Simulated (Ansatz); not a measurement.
**CH₄Si (triplet): RPA-PBE over a scan of the distance C1–H5 along a hydrogen transfer, cc-pVDZ**

How well do these functionals follow the top wave-function level for CH₄Si (triplet) over a scan of the distance C1–H5 along a hydrogen transfer?

Computed with Ansatz 0.2.0, Gaussian basis. Level: cc-pVDZ, all electrons in the functionals, frozen cores in the correlation of double hybrids and RPA.

The runs, in order: RPA-PBE, at 1.013 Å; 1.090 Å; 1.194 Å; 1.298 Å; 1.402 Å; 1.506 Å; 1.611 Å; 1.715 Å; 1.819 Å.

2 further runs of the same task are left out: 2 that didn't finish.

### 1 What is computed

The geometry derives from fragments relaxed apart (PBE0/def2-TZVP) and kept rigid, so it is no stationary point. A hydrogen atom is moved between rigid fragments.

6 atoms, charge 0, spin multiplicity 3.

Atoms are counted from 1 here; the program's logs count them from 0.

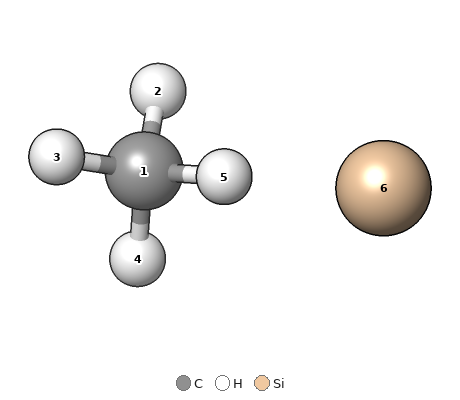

The structure; carbon grey, hydrogen white, silicon light orange; atoms are numbered from 1 in the order of the file.

No dispersion term is added.

The geometry shown and the zero of energy belong to the point 1.090 Å. The yardstick, UCCSDT(Q), and other wave-function levels (R restricted, U unrestricted, valence and pair active spaces) come from earlier runs.

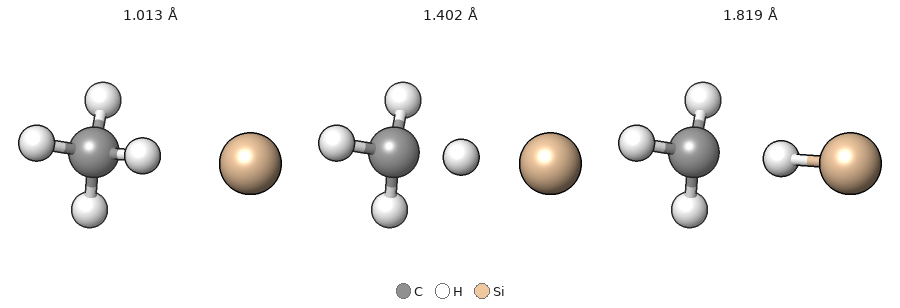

Three points of the scan; sticks are drawn by distance.

### 2 RPA-PBE, 1.013 Å

Contents of in.yaml:

```yaml
crystal:
  periodic: [false, false, false]
  atoms:
    - {symbol: C, position_ang: [-2.072460, 0.000000, 0.000000]}
    - {symbol: H, position_ang: [-2.435665, 1.027301, 0.000000]}
    - {symbol: H, position_ang: [-2.435666, -0.513650, 0.889668]}
    - {symbol: H, position_ang: [-2.435665, -0.513650, -0.889669]}
    - {symbol: H, position_ang: [-1.059460, 0.000000, 0.000000]}
    - {symbol: Si, position_ang: [1.186540, 0.000000, 0.000000]}
basis:
  gaussian: {orbitals: cc-pVDZ}
magnetization: {spin_polarized: true, initial_magnetization: 2}
hamiltonian: {xc: {name: PBE}}
correlation: {method: rpa, electrons: outside_noble_gas}
```

Run with:

```sh
> ansatz run in.yaml --threads 1 --pin off --events-out ev --progress --plain --max-ram 2393MiB
```

The log of the run:

```text
Functional definition: PBE
  name "PBE"
  cite "Perdew, Burke & Ernzerhof, Phys. Rev. Lett. 77, 3865 (1996) doi:10.1103/PhysRevLett.77.3865"
  parent pbe
  parameter kappa = 0.804
  parameter beta = 0.06672455060314922
  exchange = pbe_x(kappa = kappa, mu = beta*pi^2/3)
  correlation = pbe_c(beta = beta)
486 factors; integrals over basis functions are off by at most 1.2e-3 eV
mean field evaluation 1: about -8963.4275 eV, gradient 3.7e1 eV
mean field evaluation 2: about -8963.4246 eV, gradient 3.7e1 eV
mean field evaluation 4: about -8970.1962 eV, gradient 4.8e0 eV
mean field evaluation 8: about -8970.4620 eV, gradient 2.1e-1 eV
mean field evaluation 16: about -8970.4625 eV, gradient 5.5e-5 eV
mean field evaluation 32: about -8970.1394 eV, gradient 1.2e-1 eV
mean field evaluation 64: about -8970.1390 eV, gradient 1.2e-1 eV
mean field evaluation 96: about -8938.4802 eV, gradient 2.2e1 eV
mean field -8970.46250673 eV, -329.6584167246 hartree, gradient 5.8e-6 eV, S^2 2.003944; 6 other end points of the search recorded, 0 dependent functions left out
6 core orbitals not correlated: weight in the atoms' cores, before any rotation towards them, 1.000 or more for the frozen orbitals, at most 0.000 for the correlated occupied ones
reference -8953.24843468 eV, -329.0258112447 hartree; 7, 5 occupied and 39, 41 virtual orbitals, 486 factors
Total energy: -8964.24398905 eV, -329.4298904150 hartree
```

Run time: 5.5 s. Hardware: 1 thread of Arm Neoverse V2, shared host.

From the report: ⟨S²⟩ of the determinant 2.004 (pure triplet: 2.00).

### 3 RPA-PBE, 1.090 Å

Contents of in.yaml:

```yaml
crystal:
  periodic: [false, false, false]
  atoms:
    - {symbol: C, position_ang: [-2.074210, 0.000000, 0.000000]}
    - {symbol: H, position_ang: [-2.437415, 1.027301, 0.000000]}
    - {symbol: H, position_ang: [-2.437416, -0.513650, 0.889668]}
    - {symbol: H, position_ang: [-2.437415, -0.513650, -0.889669]}
    - {symbol: H, position_ang: [-0.984593, 0.000000, 0.000000]}
    - {symbol: Si, position_ang: [1.184790, 0.000000, 0.000000]}
basis:
  gaussian: {orbitals: cc-pVDZ}
magnetization: {spin_polarized: true, initial_magnetization: 2}
hamiltonian: {xc: {name: PBE}}
correlation: {method: rpa, electrons: outside_noble_gas}
```

Launched as before.

The log of the run, shortened:

```text
Functional definition: PBE
  name "PBE"
  cite "Perdew, Burke & Ernzerhof, Phys. Rev. Lett. 77, 3865 (1996) doi:10.1103/PhysRevLett.77.3865"
  parent pbe
[...]
486 factors; integrals over basis functions are off by at most 1.4e-3 eV
[...]
mean field -8970.65426111 eV, -329.6654635679 hartree, gradient 9.9e-6 eV, S^2 2.004132; 6 other end points of the search recorded, 0 dependent functions left out
6 core orbitals not correlated: weight in the atoms' cores, before any rotation towards them, 1.000 or more for the frozen orbitals, at most 0.000 for the correlated occupied ones
reference -8953.33908053 eV, -329.0291424183 hartree; 7, 5 occupied and 39, 41 virtual orbitals, 486 factors
Total energy: -8964.40746093 eV, -329.4358978957 hartree
```

It took 5.5 s on 1 thread of Arm Neoverse V2, shared host.

From the report: ⟨S²⟩ of the determinant 2.004 (pure triplet: 2.00).

### 4 RPA-PBE, 1.194 Å

Contents of in.yaml:

```yaml
crystal:
  periodic: [false, false, false]
  atoms:
    - {symbol: C, position_ang: [-2.076594, 0.000000, 0.000000]}
    - {symbol: H, position_ang: [-2.439800, 1.027301, 0.000000]}
    - {symbol: H, position_ang: [-2.439800, -0.513650, 0.889668]}
    - {symbol: H, position_ang: [-2.439800, -0.513650, -0.889669]}
    - {symbol: H, position_ang: [-0.882594, 0.000000, 0.000000]}
    - {symbol: Si, position_ang: [1.182406, 0.000000, 0.000000]}
basis:
  gaussian: {orbitals: cc-pVDZ}
magnetization: {spin_polarized: true, initial_magnetization: 2}
hamiltonian: {xc: {name: PBE}}
correlation: {method: rpa, electrons: outside_noble_gas}
```

Launched as before.

The log of the run, shortened:

```text
Functional definition: PBE
  name "PBE"
  cite "Perdew, Burke & Ernzerhof, Phys. Rev. Lett. 77, 3865 (1996) doi:10.1103/PhysRevLett.77.3865"
  parent pbe
[...]
487 factors; integrals over basis functions are off by at most 1.1e-3 eV
[...]
mean field -8970.59926789 eV, -329.6634426043 hartree, gradient 5.5e-6 eV, S^2 2.004510; 6 other end points of the search recorded, 0 dependent functions left out
6 core orbitals not correlated: weight in the atoms' cores, before any rotation towards them, 1.000 or more for the frozen orbitals, at most 0.000 for the correlated occupied ones
reference -8953.12490202 eV, -329.0212715032 hartree; 7, 5 occupied and 39, 41 virtual orbitals, 487 factors
Total energy: -8964.29821012 eV, -329.4318830023 hartree
```

Wall time 5.5 s (1 thread of Arm Neoverse V2, shared host).

From the report: ⟨S²⟩ of the determinant 2.005 (pure triplet: 2.00).

From 1.090 Å: +0.109 eV.

### 5 RPA-PBE, 1.298 Å

Contents of in.yaml:

```yaml
crystal:
  periodic: [false, false, false]
  atoms:
    - {symbol: C, position_ang: [-2.078969, 0.000000, 0.000000]}
    - {symbol: H, position_ang: [-2.442175, 1.027301, 0.000000]}
    - {symbol: H, position_ang: [-2.442175, -0.513650, 0.889668]}
    - {symbol: H, position_ang: [-2.442175, -0.513650, -0.889669]}
    - {symbol: H, position_ang: [-0.780969, 0.000000, 0.000000]}
    - {symbol: Si, position_ang: [1.180031, 0.000000, 0.000000]}
basis:
  gaussian: {orbitals: cc-pVDZ}
magnetization: {spin_polarized: true, initial_magnetization: 2}
hamiltonian: {xc: {name: PBE}}
correlation: {method: rpa, electrons: outside_noble_gas}
```

Launched as before.

The log of the run, shortened:

```text
Functional definition: PBE
  name "PBE"
  cite "Perdew, Burke & Ernzerhof, Phys. Rev. Lett. 77, 3865 (1996) doi:10.1103/PhysRevLett.77.3865"
  parent pbe
[...]
489 factors; integrals over basis functions are off by at most 1.4e-3 eV
[...]
mean field -8970.34153972 eV, -329.6539712688 hartree, gradient 5.1e-6 eV, S^2 2.005134; 6 other end points of the search recorded, 0 dependent functions left out
6 core orbitals not correlated: weight in the atoms' cores, before any rotation towards them, 1.000 or more for the frozen orbitals, at most 0.000 for the correlated occupied ones
reference -8952.68794892 eV, -329.0052137729 hartree; 7, 5 occupied and 39, 41 virtual orbitals, 489 factors
Total energy: -8963.97667853 eV, -329.4200669344 hartree
```

Wall time 6 s (1 thread of Arm Neoverse V2, shared host).

From the report: ⟨S²⟩ of the determinant 2.005 (pure triplet: 2.00).

From 1.090 Å: +0.431 eV.

### 6 RPA-PBE, 1.402 Å

Contents of in.yaml:

```yaml
crystal:
  periodic: [false, false, false]
  atoms:
    - {symbol: C, position_ang: [-2.081345, 0.000000, 0.000000]}
    - {symbol: H, position_ang: [-2.444551, 1.027301, 0.000000]}
    - {symbol: H, position_ang: [-2.444551, -0.513650, 0.889668]}
    - {symbol: H, position_ang: [-2.444551, -0.513650, -0.889669]}
    - {symbol: H, position_ang: [-0.679345, 0.000000, 0.000000]}
    - {symbol: Si, position_ang: [1.177655, 0.000000, 0.000000]}
basis:
  gaussian: {orbitals: cc-pVDZ}
magnetization: {spin_polarized: true, initial_magnetization: 2}
hamiltonian: {xc: {name: PBE}}
correlation: {method: rpa, electrons: outside_noble_gas}
```

The command is unchanged.

The log of the run, shortened:

```text
Functional definition: PBE
  name "PBE"
  cite "Perdew, Burke & Ernzerhof, Phys. Rev. Lett. 77, 3865 (1996) doi:10.1103/PhysRevLett.77.3865"
  parent pbe
[...]
491 factors; integrals over basis functions are off by at most 1.6e-3 eV
[...]
mean field -8969.98465269 eV, -329.6408559125 hartree, gradient 3.5e-6 eV, S^2 2.006306; 6 other end points of the search recorded, 0 dependent functions left out
6 core orbitals not correlated: weight in the atoms' cores, before any rotation towards them, 1.000 or more for the frozen orbitals, at most 0.000 for the correlated occupied ones
reference -8952.13525505 eV, -328.9849026479 hartree; 7, 5 occupied and 39, 41 virtual orbitals, 491 factors
Total energy: -8963.55828159 eV, -329.4046911302 hartree
```

It took 5.5 s on 1 thread of Arm Neoverse V2, shared host.

From the report: ⟨S²⟩ of the determinant 2.006 (pure triplet: 2.00).

From 1.090 Å: +0.849 eV.

### 7 RPA-PBE, 1.506 Å

Contents of in.yaml:

```yaml
crystal:
  periodic: [false, false, false]
  atoms:
    - {symbol: C, position_ang: [-2.083720, 0.000000, 0.000000]}
    - {symbol: H, position_ang: [-2.446926, 1.027301, 0.000000]}
    - {symbol: H, position_ang: [-2.446926, -0.513650, 0.889668]}
    - {symbol: H, position_ang: [-2.446926, -0.513650, -0.889669]}
    - {symbol: H, position_ang: [-0.577720, 0.000000, 0.000000]}
    - {symbol: Si, position_ang: [1.175280, 0.000000, 0.000000]}
basis:
  gaussian: {orbitals: cc-pVDZ}
magnetization: {spin_polarized: true, initial_magnetization: 2}
hamiltonian: {xc: {name: PBE}}
correlation: {method: rpa, electrons: outside_noble_gas}
```

Same command.

The log of the run, shortened:

```text
Functional definition: PBE
  name "PBE"
  cite "Perdew, Burke & Ernzerhof, Phys. Rev. Lett. 77, 3865 (1996) doi:10.1103/PhysRevLett.77.3865"
  parent pbe
[...]
493 factors; integrals over basis functions are off by at most 1.6e-3 eV
[...]
mean field -8969.58233288 eV, -329.6260709320 hartree, gradient 6.2e-12 eV, S^2 2.008281; 9 other end points of the search recorded, 0 dependent functions left out
6 core orbitals not correlated: weight in the atoms' cores, before any rotation towards them, 1.000 or more for the frozen orbitals, at most 0.000 for the correlated occupied ones
reference -8951.50796345 eV, -328.9618501068 hartree; 7, 5 occupied and 39, 41 virtual orbitals, 493 factors
Total energy: -8963.12482157 eV, -329.3887617685 hartree
```

Run time: 40 s. Hardware: 1 thread of Arm Neoverse V2, shared host.

From the report: ⟨S²⟩ of the determinant 2.008 (pure triplet: 2.00).

From 1.090 Å: +1.283 eV.

### 8 RPA-PBE, 1.611 Å

Contents of in.yaml:

```yaml
crystal:
  periodic: [false, false, false]
  atoms:
    - {symbol: C, position_ang: [-2.086119, 0.000000, 0.000000]}
    - {symbol: H, position_ang: [-2.449325, 1.027301, 0.000000]}
    - {symbol: H, position_ang: [-2.449325, -0.513650, 0.889668]}
    - {symbol: H, position_ang: [-2.449325, -0.513650, -0.889669]}
    - {symbol: H, position_ang: [-0.475119, 0.000000, 0.000000]}
    - {symbol: Si, position_ang: [1.172881, 0.000000, 0.000000]}
basis:
  gaussian: {orbitals: cc-pVDZ}
magnetization: {spin_polarized: true, initial_magnetization: 2}
hamiltonian: {xc: {name: PBE}}
correlation: {method: rpa, electrons: outside_noble_gas}
```

Same command.

The log of the run, shortened:

```text
Functional definition: PBE
  name "PBE"
  cite "Perdew, Burke & Ernzerhof, Phys. Rev. Lett. 77, 3865 (1996) doi:10.1103/PhysRevLett.77.3865"
  parent pbe
[...]
493 factors; integrals over basis functions are off by at most 1.5e-3 eV
[...]
mean field -8969.19867609 eV, -329.6119718051 hartree, gradient 7.6e-12 eV, S^2 2.005039; 10 other end points of the search recorded, 0 dependent functions left out
6 core orbitals not correlated: weight in the atoms' cores, before any rotation towards them, 1.000 or more for the frozen orbitals, at most 0.000 for the correlated occupied ones
reference -8950.72079250 eV, -328.9329221080 hartree; 7, 5 occupied and 39, 41 virtual orbitals, 493 factors
Total energy: -8962.71965467 eV, -329.3738721594 hartree
```

Run time: 51 s. Hardware: 1 thread of Arm Neoverse V2, shared host.

From the report: ⟨S²⟩ of the determinant 2.005 (pure triplet: 2.00).

From 1.090 Å: +1.688 eV.

### 9 RPA-PBE, 1.715 Å

Contents of in.yaml:

```yaml
crystal:
  periodic: [false, false, false]
  atoms:
    - {symbol: C, position_ang: [-2.088494, 0.000000, 0.000000]}
    - {symbol: H, position_ang: [-2.451700, 1.027301, 0.000000]}
    - {symbol: H, position_ang: [-2.451700, -0.513650, 0.889668]}
    - {symbol: H, position_ang: [-2.451700, -0.513650, -0.889669]}
    - {symbol: H, position_ang: [-0.373494, 0.000000, 0.000000]}
    - {symbol: Si, position_ang: [1.170506, 0.000000, 0.000000]}
basis:
  gaussian: {orbitals: cc-pVDZ}
magnetization: {spin_polarized: true, initial_magnetization: 2}
hamiltonian: {xc: {name: PBE}}
correlation: {method: rpa, electrons: outside_noble_gas}
```

Launched as before.

The log of the run, shortened:

```text
Functional definition: PBE
  name "PBE"
  cite "Perdew, Burke & Ernzerhof, Phys. Rev. Lett. 77, 3865 (1996) doi:10.1103/PhysRevLett.77.3865"
  parent pbe
[...]
493 factors; integrals over basis functions are off by at most 1.3e-3 eV
[...]
mean field -8968.87619703 eV, -329.6001209181 hartree, gradient 5.8e-12 eV, S^2 2.018135; 10 other end points of the search recorded, 0 dependent functions left out
6 core orbitals not correlated: weight in the atoms' cores, before any rotation towards them, 1.000 or more for the frozen orbitals, at most 0.000 for the correlated occupied ones
reference -8950.52805974 eV, -328.9258393095 hartree; 7, 5 occupied and 39, 41 virtual orbitals, 493 factors
Total energy: -8962.41040970 eV, -329.3625076167 hartree
```

Wall time 82 s (1 thread of Arm Neoverse V2, shared host).

From the report: ⟨S²⟩ of the determinant 2.018 (pure triplet: 2.00).

From 1.090 Å: +1.997 eV.

### 10 RPA-PBE, 1.819 Å

Contents of in.yaml:

```yaml
crystal:
  periodic: [false, false, false]
  atoms:
    - {symbol: C, position_ang: [-2.090870, 0.000000, 0.000000]}
    - {symbol: H, position_ang: [-2.454076, 1.027301, 0.000000]}
    - {symbol: H, position_ang: [-2.454076, -0.513650, 0.889668]}
    - {symbol: H, position_ang: [-2.454076, -0.513650, -0.889669]}
    - {symbol: H, position_ang: [-0.271870, 0.000000, 0.000000]}
    - {symbol: Si, position_ang: [1.168130, 0.000000, 0.000000]}
basis:
  gaussian: {orbitals: cc-pVDZ}
magnetization: {spin_polarized: true, initial_magnetization: 2}
hamiltonian: {xc: {name: PBE}}
correlation: {method: rpa, electrons: outside_noble_gas}
```

Launched as before.

The log of the run, shortened:

```text
Functional definition: PBE
  name "PBE"
  cite "Perdew, Burke & Ernzerhof, Phys. Rev. Lett. 77, 3865 (1996) doi:10.1103/PhysRevLett.77.3865"
  parent pbe
[...]
493 factors; integrals over basis functions are off by at most 1.1e-3 eV
[...]
mean field -8968.55565872 eV, -329.5883413527 hartree, gradient 1.0e-11 eV, S^2 2.018576; 9 other end points of the search recorded, 0 dependent functions left out
6 core orbitals not correlated: weight in the atoms' cores, before any rotation towards them, 1.000 or more for the frozen orbitals, at most 0.000 for the correlated occupied ones
reference -8950.75566598 eV, -328.9342036845 hartree; 7, 5 occupied and 39, 41 virtual orbitals, 493 factors
Total energy: -8962.16130095 eV, -329.3533530390 hartree
```

Wall time 53 s (1 thread of Arm Neoverse V2, shared host).

From the report: ⟨S²⟩ of the determinant 2.019 (pure triplet: 2.00).

From 1.090 Å: +2.246 eV.

### 11 The comparison

The yardstick is UCCSDT(Q), where the cluster series has nearly closed. It comes from earlier runs at the same points. Energies in eV, counted from 1.090 Å; blanks weren't run or aren't comparable.

| level | 1.013 Å | 1.090 Å | 1.194 Å | 1.298 Å | 1.402 Å | 1.506 Å | 1.611 Å | 1.715 Å | 1.819 Å |
| --- | --- | --- | --- | --- | --- | --- | --- | --- | --- |
| UCCSDT(Q) | 0.158 | 0.000 | 0.117 | 0.449 | 0.882 | 1.353 | 1.835 | 2.105 | 2.298 |
| RPA-PBE | 0.163 | 0.000 | 0.109 | 0.431 | 0.849 | 1.283 | 1.688 | 1.997 | 2.246 |

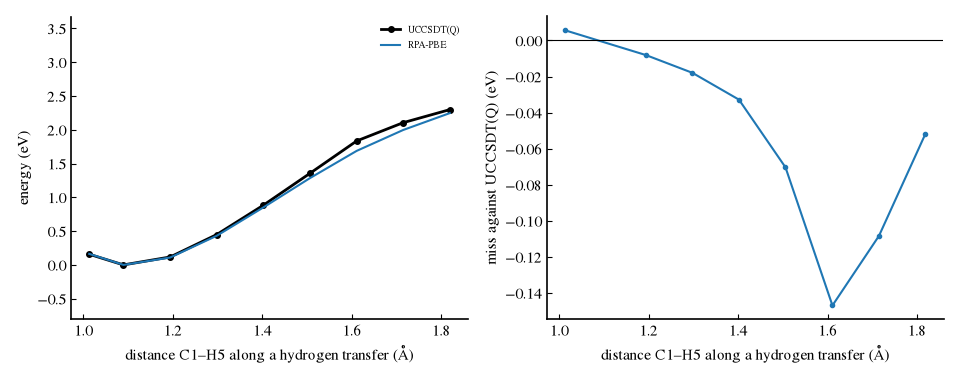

Left: the curves (the axis may cut off levels that run far away). Right: misses against UCCSDT(Q), in the same colours.

Largest miss and mean time a point (UCCSDT(Q) took 52 s a point; shared hosts):

| level | largest miss (eV) | where | time a point |
| --- | --- | --- | --- |
| RPA-PBE | -0.147 | 1.611 Å | 28 s |

### 12 Results

```
                   quantity                value
span of the UCCSDT(Q) curve             2.298 eV
      largest miss, RPA-PBE  -0.147 eV (1.611 Å)
```

RPA-PBE strays by up to 0.147 eV, at 1.611 Å. Functionals and the yardstick converge differently with the basis, so part of each miss in cc-pVDZ is the basis.
